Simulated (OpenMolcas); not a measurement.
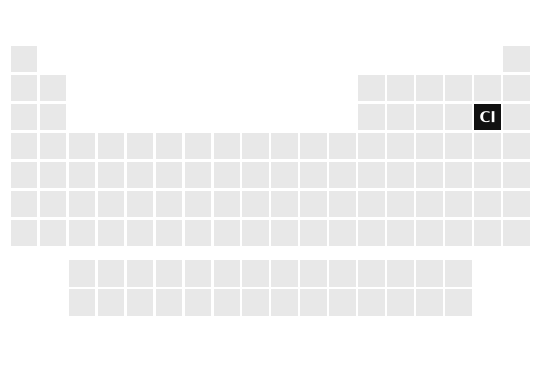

Fig. 1: The place of chlorine in the periodic table.

## Multiconfigurational calculation for Cl⁺

- system: Cl⁺.
- method: state-averaged MS-CASPT2, IPEA shift 0.25, imaginary shift 0.1 hartree, semicore shells correlated, active space 4 electrons in the shell 3p, basis ANO-RCC-VTZP, X2C scalar Hamiltonian, spin-orbit coupling by RASSI with atomic mean-field integrals (OpenMolcas)

### What the run reported

```
quantity                      value
 outcome     refused by the program
hardware  1 CPU thread, shared host
```

### What went wrong

One thing in this input was made wrong on purpose: too many frozen. The program refused the input; the driver noted: CASPT2 spin 3: _RC_INPUT_ERROR_.

### The input
```
&GATEWAY
Coord
1

Cl 0.0 0.0 0.0
Basis=ANO-RCC-VTZP
Group=XYZ
NoMove
AngMom=0.0 0.0 0.0
AMFI
RX2C
&SEWARD
&RASSCF
FileOrb=start.orb
Symmetry=1
Spin=3
nActEl=4 0 0
Inactive=3 3
Ras2=0 3
CIRoot=3 3 1
SDav=3
CIMx=300
Iter=120 100
PrWF=0.3
OrbListing=Nothing
MaxOrb=0
Atom
>>> COPY $Project.JobIph JOB001
&RASSCF
FileOrb=start.orb
Symmetry=1
Spin=1
nActEl=4 0 0
Inactive=3 3
Ras2=0 3
CIRoot=6 6 1
SDav=6
CIMx=300
Iter=120 100
PrWF=0.3
OrbListing=Nothing
MaxOrb=0
Atom
>>> COPY $Project.JobIph JOB002
&RASSI
NrOfJobIphs=2 3 6
1 2 3
1 2 3 4 5 6
IphNames
JOB001
JOB002
EJob
SpinOrbit
DIPRint=1.0
SOCoupling=1000.0
Subsets=2
MEES
Property=10
'ANGMOM' 1 'ANGMOM' 2 'ANGMOM' 3 'MLTPL  1' 1 'MLTPL  1' 2 'MLTPL  1' 3
'AMFI' 1 'AMFI' 2 'AMFI' 3 'MLTPL  2' 6
SOProperty=3
'ANGMOM' 1 'ANGMOM' 2 'ANGMOM' 3
>>> COPY JOB001 $Project.JobIph
&CASPT2
Multistate=3 1 2 3
Frozen=21 20
IPEA=0.25
Imaginary=0.1
MaxIter=60
WThr=0.0 0.3 0.05
PrWF=0.5
NoMix
```

The file start.orb holds starting orbitals from an earlier step.

Run as:
```bash
OMP_NUM_THREADS=1 MOLCAS_MEM=2252 MOLCAS_PROJECT=a pymolcas a.inp > a.log  # once for each step of the input, in one work folder
```

### Output (extracts)
```
|       MOLCAS_SOURCE = [file]
  |    MOLCAS_STRUCTURE = 0
  |
   --------------------------------------------------------------------------------------
++ ---------   Input file   ---------
>>> COPY JOB001 $Project.JobIph
&CASPT2
Multistate=3 1 2 3
Frozen=21 20
IPEA=0.25
Imaginary=0.1
MaxIter=60
WThr=0.0 0.3 0.05
PrWF=0.5
NoMix
-- ----------------------------------
>>> COPY JOB001 a.JobIph
*** symbolic link created: INPORB -> a.RasOrb
--- Start Module: caspt2 at  ---
()()()()()()()()()()()()()()()()()()()()()()()()()()()()()()()()()()()()()()()()()()()()()()()()()()
                                              &CASPT2
                                   only a single process is used
                       available to each process: 2.3 GB of memory, 1 thread
()()()()()()()()()()()()()()()()()()()()()()()()()()()()()()()()()()()()()()()()()()()()()()()()()()
 ###    WARNING: User changed nr of frozen orbitals.                         ###
 ###    ERROR: Too many frozen orbitals!                                     ###
--- Stop Module: caspt2 at  /rc=_RC_INPUT_ERROR_ ---
.####################.
.# User input error #.
.####################.
```
